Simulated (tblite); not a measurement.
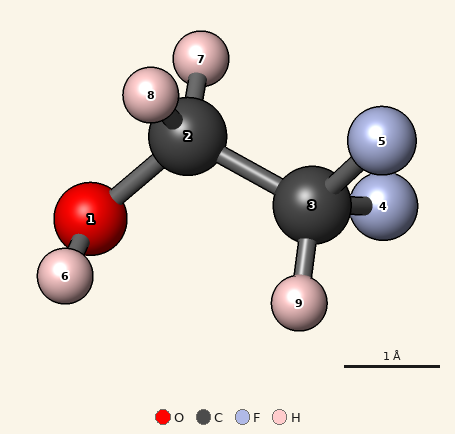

Fig. 1: The structure as given in the input (ball-and-stick view, seen on its broad side; atoms are numbered from 1 in the order of the input). Bond lengths as drawn: C–C 1.51 Å, C–F 1.35 to 1.36 Å, C–H 1.09 to 1.10 Å, C–O 1.45 Å and H–O 0.97 Å.

## C2H4F2O: geometry relaxation

System: C2H4F2O.
Method: GFN2-xTB geometry optimisation, gas phase (tblite 0.8.0).

### Log
```
step      E/eV     max force
  0    -539.82423    1.699
  1    -539.87097    0.431
  2    -539.87776    0.273
  3    -539.88153    0.215
  4    -539.88624    0.208
  5    -539.88771    0.123
  6    -539.88880    0.101
  7    -539.88955    0.087
  8    -539.89008    0.071
  9    -539.89033    0.043
 10    -539.89051    0.050
 11    -539.89070    0.044
 12    -539.89086    0.036
 13    -539.89086    0.036
 14    -539.89092    0.022
 15    -539.89097    0.022
 16    -539.89101    0.026
 17    -539.89107    0.026
 18    -539.89111    0.021
 19    -539.89115    0.019
 20    -539.89119    0.020
 21    -539.89124    0.023
 22    -539.89127    0.017
 23    -539.89130    0.015
 24    -539.89133    0.018
 25    -539.89136    0.022
 26    -539.89139    0.018
 27    -539.89142    0.016
 28    -539.89143    0.010
 29    -539.89144    0.010
 30    -539.89145    0.008
 31    -539.89145    0.006
 32    -539.89146    0.004
 33    -539.89146    0.005
 34    -539.89146    0.005
 35    -539.89146    0.005
 36    -539.89147    0.003
```

### Trajectory as extended XYZ (Å, eV, eV/Å), 12 frames, from step=0 to step=36
```
9
Properties=species:S:1:pos:R:3:forces:R:3 step=0 energy=-539.82423
O     1.5891   -0.4010    0.1883   -1.0460   0.5520  -0.3190
C     0.4335    0.4685    0.1915    1.6080  -0.3950   0.3820
C    -0.8555   -0.2847   -0.0640   -0.2650   0.4170   0.0720
F    -1.3618   -0.7816    1.0802   -0.0420  -0.1550   0.0420
F    -1.7968    0.5833   -0.5346    0.0840  -0.1800  -0.0700
H     1.7371   -0.6728   -0.7328    0.0580  -0.0040   0.4010
H     0.3993    0.9519    1.1774    0.0140  -0.2560  -0.1030
H     0.6051    1.2447   -0.5497   -0.3180   0.1880  -0.2690
H    -0.7365   -1.1022   -0.7814   -0.0920  -0.1660  -0.1360
9
Properties=species:S:1:pos:R:3:forces:R:3 step=3 energy=-539.88153
O     1.5660   -0.3919    0.1848    0.1000  -0.0750   0.0940
C     0.4693    0.4666    0.1948   -0.1820   0.0880  -0.0580
C    -0.8550   -0.2740   -0.0624    0.0410  -0.0150   0.0100
F    -1.3632   -0.7872    1.0810    0.0460   0.0080  -0.0560
F    -1.7942    0.5792   -0.5388    0.0400   0.0050  -0.0380
H     1.7396   -0.6747   -0.7204    0.0450  -0.0660   0.0330
H     0.4047    0.9399    1.1775    0.1300  -0.0980   0.0600
H     0.5883    1.2521   -0.5589   -0.1720   0.0990  -0.0830
H    -0.7421   -1.1039   -0.7828   -0.0460   0.0540   0.0370
9
Properties=species:S:1:pos:R:3:forces:R:3 step=6 energy=-539.88880
O     1.5653   -0.3922    0.1905   -0.0010   0.0910  -0.0430
C     0.4665    0.4729    0.1900    0.0020  -0.0400   0.0170
C    -0.8517   -0.2717   -0.0623   -0.0450  -0.0030  -0.0220
F    -1.3591   -0.7883    1.0772    0.0010   0.0190   0.0290
F    -1.7897    0.5797   -0.5446   -0.0160   0.0380  -0.0060
H     1.7462   -0.6838   -0.7103    0.0310  -0.0580   0.0190
H     0.4214    0.9257    1.1837    0.0320   0.0130  -0.0130
H     0.5627    1.2633   -0.5686   -0.0340  -0.0350   0.0630
H    -0.7480   -1.0996   -0.7808    0.0300  -0.0250  -0.0430
9
Properties=species:S:1:pos:R:3:forces:R:3 step=9 energy=-539.89033
O     1.5679   -0.3841    0.1883    0.0400   0.0140  -0.0070
C     0.4635    0.4709    0.1901    0.0380   0.0050   0.0000
C    -0.8550   -0.2723   -0.0642    0.0210   0.0030   0.0120
F    -1.3583   -0.7861    1.0784   -0.0400  -0.0020  -0.0050
F    -1.7901    0.5834   -0.5463   -0.0020  -0.0150   0.0100
H     1.7507   -0.6926   -0.7065   -0.0110  -0.0240  -0.0030
H     0.4286    0.9237    1.1842   -0.0240   0.0020  -0.0080
H     0.5528    1.2633   -0.5648   -0.0120   0.0110   0.0070
H    -0.7466   -1.1003   -0.7842   -0.0110   0.0070  -0.0050
9
Properties=species:S:1:pos:R:3:forces:R:3 step=13 energy=-539.89086
O     1.5750   -0.3784    0.1862    0.0200   0.0050   0.0040
C     0.4664    0.4703    0.1903   -0.0360   0.0020  -0.0030
C    -0.8539   -0.2727   -0.0635    0.0030  -0.0160   0.0040
F    -1.3633   -0.7853    1.0778    0.0040  -0.0040  -0.0200
F    -1.7898    0.5829   -0.5454    0.0280  -0.0020   0.0040
H     1.7507   -0.6997   -0.7057   -0.0210  -0.0090  -0.0040
H     0.4280    0.9236    1.1835   -0.0030  -0.0020   0.0160
H     0.5478    1.2649   -0.5624    0.0100   0.0180  -0.0190
H    -0.7474   -1.0995   -0.7860   -0.0060   0.0080   0.0190
9
Properties=species:S:1:pos:R:3:forces:R:3 step=16 energy=-539.89101
O     1.5758   -0.3772    0.1861   -0.0040   0.0170  -0.0060
C     0.4653    0.4707    0.1902    0.0250   0.0080   0.0030
C    -0.8534   -0.2734   -0.0632    0.0070   0.0070  -0.0010
F    -1.3632   -0.7861    1.0768   -0.0040  -0.0100   0.0080
F    -1.7878    0.5830   -0.5453    0.0010   0.0080  -0.0050
H     1.7487   -0.7006   -0.7057   -0.0180  -0.0080   0.0040
H     0.4276    0.9232    1.1844   -0.0060  -0.0030  -0.0050
H     0.5484    1.2658   -0.5634   -0.0040  -0.0050   0.0090
H    -0.7478   -1.0996   -0.7850    0.0030  -0.0140  -0.0060
9
Properties=species:S:1:pos:R:3:forces:R:3 step=19 energy=-539.89115
O     1.5773   -0.3735    0.1852    0.0150  -0.0010   0.0000
C     0.4662    0.4721    0.1905   -0.0040  -0.0090   0.0040
C    -0.8520   -0.2737   -0.0631   -0.0030  -0.0020  -0.0050
F    -1.3635   -0.7881    1.0762    0.0060   0.0110  -0.0020
F    -1.7848    0.5842   -0.5458   -0.0080  -0.0030  -0.0010
H     1.7431   -0.7032   -0.7055   -0.0080  -0.0120  -0.0010
H     0.4263    0.9227    1.1852    0.0020   0.0090  -0.0020
H     0.5486    1.2667   -0.5636   -0.0120   0.0020   0.0140
H    -0.7477   -1.1012   -0.7843    0.0100   0.0040  -0.0060
9
Properties=species:S:1:pos:R:3:forces:R:3 step=22 energy=-539.89127
O     1.5806   -0.3702    0.1843   -0.0060  -0.0030  -0.0030
C     0.4670    0.4720    0.1914   -0.0160   0.0030  -0.0020
C    -0.8509   -0.2740   -0.0638    0.0040  -0.0040   0.0030
F    -1.3627   -0.7881    1.0755    0.0020   0.0060  -0.0050
F    -1.7835    0.5846   -0.5465    0.0040  -0.0170   0.0010
H     1.7368   -0.7078   -0.7052    0.0030  -0.0130   0.0010
H     0.4256    0.9236    1.1854    0.0080  -0.0010   0.0080
H     0.5467    1.2678   -0.5613   -0.0030   0.0110  -0.0040
H    -0.7458   -1.1020   -0.7849    0.0040   0.0160   0.0000
9
Properties=species:S:1:pos:R:3:forces:R:3 step=26 energy=-539.89139
O     1.5815   -0.3674    0.1826   -0.0060   0.0000   0.0010
C     0.4665    0.4735    0.1919    0.0150   0.0080  -0.0020
C    -0.8492   -0.2742   -0.0637   -0.0050   0.0090   0.0000
F    -1.3620   -0.7876    1.0749    0.0000  -0.0120   0.0070
F    -1.7826    0.5821   -0.5478   -0.0140   0.0070  -0.0080
H     1.7312   -0.7151   -0.7044   -0.0040   0.0000   0.0040
H     0.4267    0.9237    1.1869    0.0050  -0.0060  -0.0010
H     0.5440    1.2711   -0.5596    0.0020   0.0030  -0.0020
H    -0.7425   -1.1002   -0.7861    0.0080  -0.0080   0.0010
9
Properties=species:S:1:pos:R:3:forces:R:3 step=29 energy=-539.89144
O     1.5814   -0.3662    0.1820    0.0020  -0.0020   0.0030
C     0.4669    0.4750    0.1919   -0.0090  -0.0040   0.0000
C    -0.8490   -0.2735   -0.0637   -0.0020   0.0000  -0.0040
F    -1.3616   -0.7885    1.0748    0.0050   0.0020  -0.0080
F    -1.7834    0.5813   -0.5490   -0.0030  -0.0020   0.0030
H     1.7281   -0.7185   -0.7036   -0.0050   0.0020  -0.0010
H     0.4279    0.9231    1.1877    0.0030   0.0020  -0.0010
H     0.5433    1.2731   -0.5592    0.0060   0.0010   0.0010
H    -0.7402   -1.0999   -0.7860    0.0030   0.0010   0.0080
9
Properties=species:S:1:pos:R:3:forces:R:3 step=32 energy=-539.89146
O     1.5812   -0.3662    0.1820   -0.0040  -0.0010  -0.0010
C     0.4666    0.4752    0.1918    0.0020   0.0020   0.0010
C    -0.8491   -0.2732   -0.0641    0.0030  -0.0010   0.0010
F    -1.3610   -0.7887    1.0742   -0.0010   0.0010   0.0010
F    -1.7842    0.5809   -0.5492    0.0010  -0.0030   0.0010
H     1.7268   -0.7192   -0.7034   -0.0020   0.0010  -0.0010
H     0.4286    0.9232    1.1878   -0.0020   0.0030   0.0000
H     0.5438    1.2737   -0.5589    0.0040  -0.0010   0.0010
H    -0.7391   -1.0998   -0.7854    0.0000   0.0000  -0.0030
9
Properties=species:S:1:pos:R:3:forces:R:3 step=36 energy=-539.89147
O     1.5805   -0.3665    0.1819    0.0020  -0.0020   0.0010
C     0.4666    0.4757    0.1921    0.0000  -0.0010   0.0000
C    -0.8487   -0.2731   -0.0641   -0.0020   0.0000   0.0010
F    -1.3607   -0.7888    1.0741    0.0020  -0.0010   0.0020
F    -1.7846    0.5801   -0.5491    0.0000   0.0010  -0.0020
H     1.7253   -0.7195   -0.7037   -0.0010   0.0000   0.0000
H     0.4285    0.9238    1.1879   -0.0010   0.0000   0.0000
H     0.5449    1.2741   -0.5586   -0.0010   0.0010  -0.0010
H    -0.7383   -1.0998   -0.7856    0.0010   0.0020   0.0000
```

The run was set up as follows.

### Input file
```
{"job": {"xc": "GFN2-xTB", "basis": "xTB", "kind": "relax"}, "charge": 0, "multiplicity": 1}
O      1.589100    -0.401000     0.188300
C      0.433500     0.468500     0.191500
C     -0.855500    -0.284700    -0.064000
F     -1.361800    -0.781600     1.080200
F     -1.796800     0.583300    -0.534600
H      1.737100    -0.672800    -0.732800
H      0.399300     0.951900     1.177400
H      0.605100     1.244700    -0.549700
H     -0.736500    -1.102200    -0.781400
```

The first line tells a small driver script what to run in tblite; the rest is the geometry in Å.

Launch command:
```bash
OMP_NUM_THREADS=1 python <driver script> task.json out
```

### Key numbers

- outcome: converged
- total energy: −539.8915 eV
- hardware: 1 CPU thread, shared host
- peak memory: 0.18 GiB
